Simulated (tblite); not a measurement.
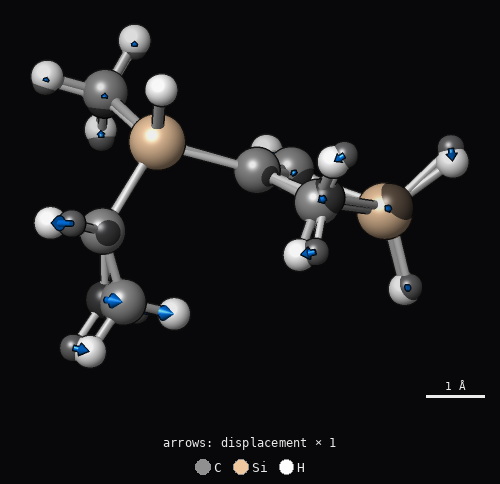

A relaxation of C6H12Si2. The starting structure is drawn faded, the final one solid; blue arrows show the displacements, at their true length. The two geometries are superimposed by the best rigid fit.

The picture is a ball-and-stick view, seen at a tilt.

The calculation used tblite 0.8.0, GFN2-xTB geometry optimisation, gas phase. 

**What did the optimiser do to the structure, and how much energy did it gain?**

The atom that moves furthest after the best rigid fit is an H atom (0.87 Å). By element the largest moves are H 0.87 Å, C 0.38 Å, Si 0.13 Å. Near-neighbour distances that change, for instance: C–Si 1.946 → 1.880 Å, C–Si 1.888 → 1.925 Å, C–C 1.554 → 1.517 Å, C–Si 1.854 → 1.891 Å. Among the angles between lasting bonds that change: Si–C–H 131.5° → 138.3°, H–Si–H 117.5° → 110.8°, C–C–H 132.5° → 126.6°. Groups turn about C–Si by about 30°. After 129 geometry steps the energy has fallen by 26.6 kJ/mol. The run took 1.9 s on 1 thread of Arm Neoverse N1 (shared host).
